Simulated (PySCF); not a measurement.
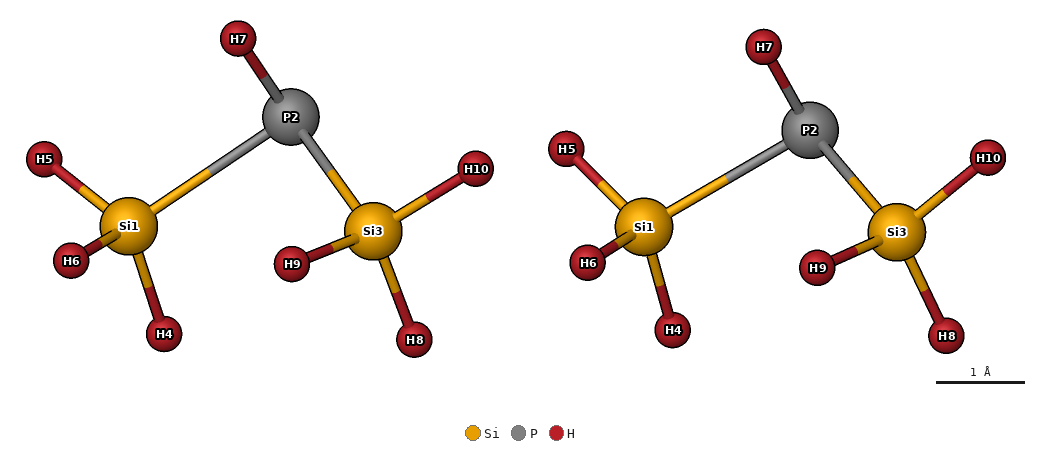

Two geometries of Si₂PH₇, drawn at one scale. One is the start of a relaxation, the other its converged end. A ball-and-stick model, seen at a tilt.

The calculation used PBE0-D3(BJ)/def2-SVP geometry optimisation, gas phase in PySCF. 

Question: Which one is relaxed?

Answer: The left one is the relaxed one. The start comes from GFN2-xTB. The energy falls by 2.75 kcal/mol in 8 geometry steps. The largest move after the best rigid fit is that of H8, 0.17 Å. By element the largest moves are H 0.17 Å, P 0.15 Å, Si 0.06 Å. Among the contacts that change: P2–H7 1.379 → 1.431 Å, P2–Si3 2.229 → 2.263 Å, Si1–H4 1.461 → 1.494 Å, Si1–H6 1.466 → 1.496 Å. Bond angles that change, for instance: Si1–P2–Si3 102.9° → 96.4°, H4–Si1–H5 111.3° → 109.2°.
